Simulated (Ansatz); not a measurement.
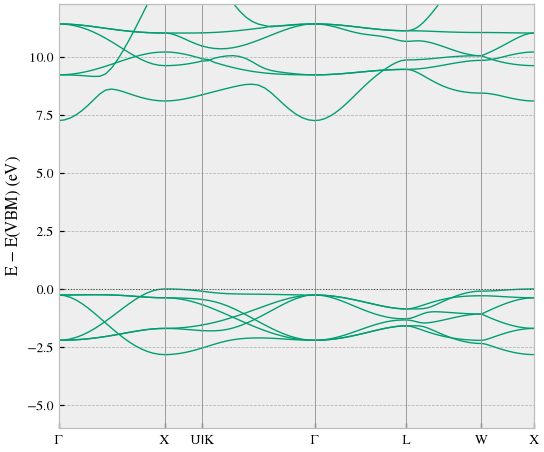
Fig. 1. Band structure from PBEsol (plane waves, PAW; program Ansatz)

Problem. Read off the gap and where the band edges lie.

Solution. About 7.2 eV (7.25 eV by a search for the band edges); maximum at X, minimum at Γ.

The material is CaF₂ (fluorite, space group No. 225).

Space group Fm-3m (fluorite). The PBEsol relaxation kept the symmetry of its start.

Potentials: the later of the program's two PAW sets.
